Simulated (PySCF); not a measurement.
**C₇H₁₆Si: density, localisation and related maps**

```yaml
atoms:
  - { symbol: C, position_ang: [-2.4536, 0.7141, -0.3042] }
  - { symbol: C, position_ang: [-1.8785, -0.6986, -0.2944] }
  - { symbol: C, position_ang: [-0.4419, -0.7125, -0.7582] }
  - { symbol: C, position_ang: [0.4631, -1.8576, -0.4347] }
  - { symbol: C, position_ang: [0.7198, -0.5021, 0.1797] }
  - { symbol: Si, position_ang: [0.4559, -0.3135, 2.0424] }
  - { symbol: C, position_ang: [1.8899, 0.2834, -0.3862] }
  - { symbol: C, position_ang: [1.6656, 1.7873, -0.2805] }
  - { symbol: H, position_ang: [-2.4106, 1.1352, -1.3070] }
  - { symbol: H, position_ang: [-3.4915, 0.7078, 0.0211] }
  - { symbol: H, position_ang: [-1.8854, 1.3579, 0.3627] }
  - { symbol: H, position_ang: [-1.9464, -1.1132, 0.7127] }
  - { symbol: H, position_ang: [-2.4738, -1.3348, -0.9572] }
  - { symbol: H, position_ang: [-0.3248, -0.2822, -1.7493] }
  - { symbol: H, position_ang: [1.1421, -2.2145, -1.1967] }
  - { symbol: H, position_ang: [0.0778, -2.6448, 0.1970] }
  - { symbol: H, position_ang: [1.7696, -0.1618, 2.6739] }
  - { symbol: H, position_ang: [-0.3654, 0.8590, 2.3583] }
  - { symbol: H, position_ang: [-0.1905, -1.5082, 2.5929] }
  - { symbol: H, position_ang: [2.0393, 0.0174, -1.4370] }
  - { symbol: H, position_ang: [2.8036, 0.0156, 0.1514] }
  - { symbol: H, position_ang: [0.7487, 2.0687, -0.7939] }
  - { symbol: H, position_ang: [1.5816, 2.0861, 0.7622] }
  - { symbol: H, position_ang: [2.4939, 2.3310, -0.7302] }
```

Geometry: GFN2-xTB.

Computed with PBE0/pcSseg-1, SCF density, gas phase, non-relativistic (PySCF).

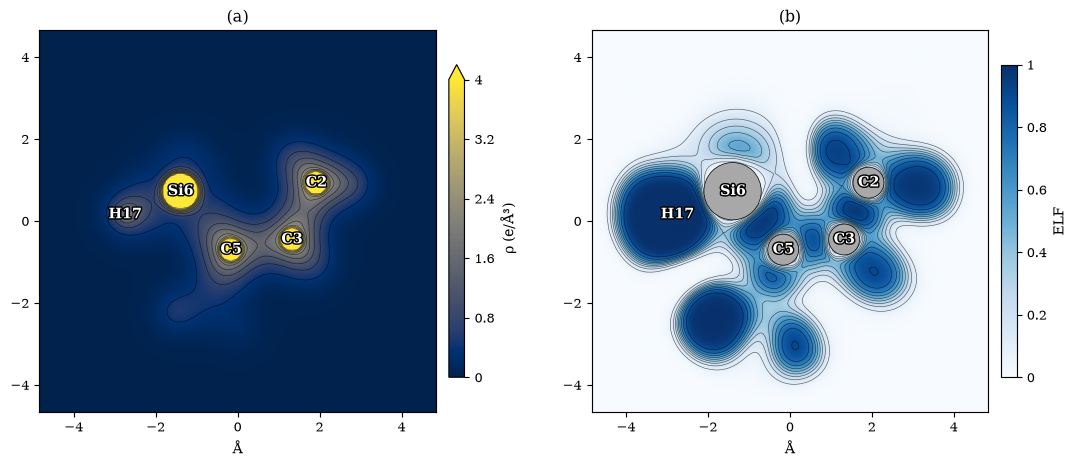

Figure 1. (a) total electron density; (b) ELF on the plane of atoms C2, C3 and C5. Grey discs cover the atomic cores in the ELF map.

**What do the fields say about this system?**

- The plane passes through C, Si and H nuclei.
- C–C (1.51 Å): ρ at the midpoint is about 1.7 e/Å³; the ELF peaks at about 0.95 between the atoms: localised, covalent bonding.
- C–Si (1.89 Å): the density is about 0.93 e/Å³ at the midpoint; the ELF peaks at about 0.95 between the atoms, as expected for localised, covalent bonding.
- Si–H (1.47 Å): ρ is about 0.8 e/Å³ halfway; the ELF climbs to about 1 towards the hydrogen, as it does in any bond to H.

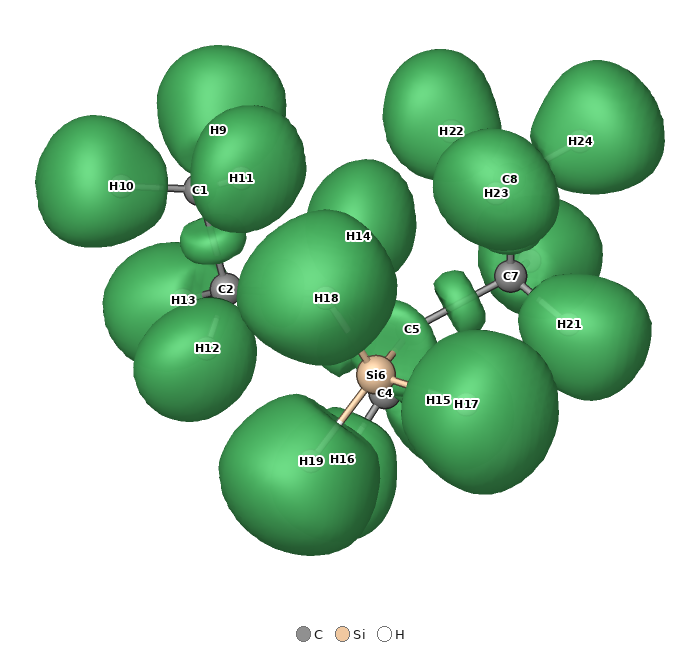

Figure 2. Isosurface of the ELF at 0.8 (green), seen at a tilt. Core shells and regions of very low density are left out.

**Identify the bonds, lone pairs and shells in this picture.**

At this value the surface marks out seven regions between bonded C–C atoms (shared pairs), one region between bonded C–Si atoms (shared pairs) and 16 regions around hydrogen nuclei. Along the contacts the grid gives the following. C–C (1.49 Å): the ELF peaks at about 0.90 between the atoms (localised, covalent bonding).

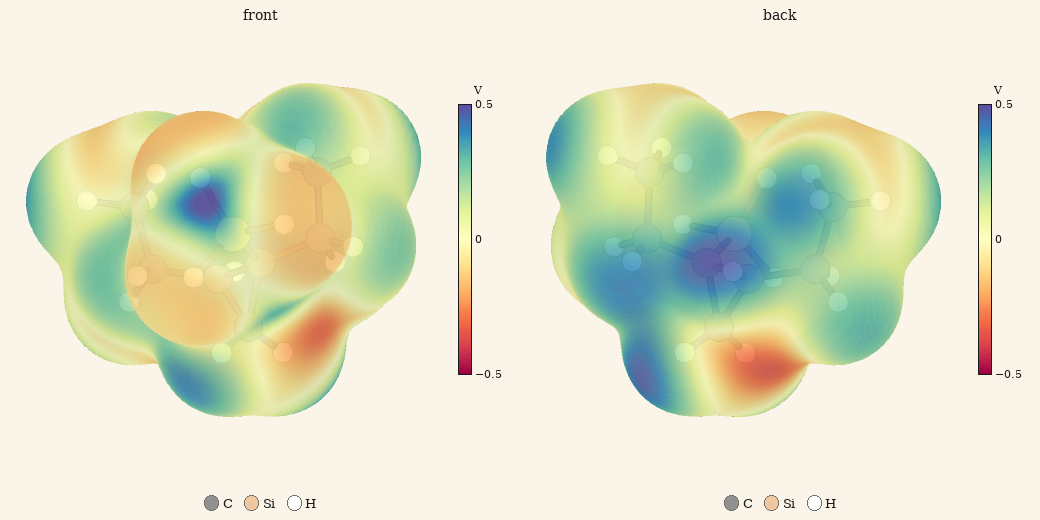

Figure 3. The molecular electrostatic potential painted on the density surface at 0.001 e/bohr³, seen from the front and from behind; the colour scale runs from red (negative) to blue (positive).

**Which sites attract a positive test charge, and which a negative one?**

A positive charge is drawn to the negative regions and a negative charge to the positive ones. The most negative region (about −0.3 V) lies over C3 and C4, the most positive (about +0.5 V) over Si6, H14 and H15.

**How polar is the molecule by this calculation?**

Its dipole moment is 0.79 D.
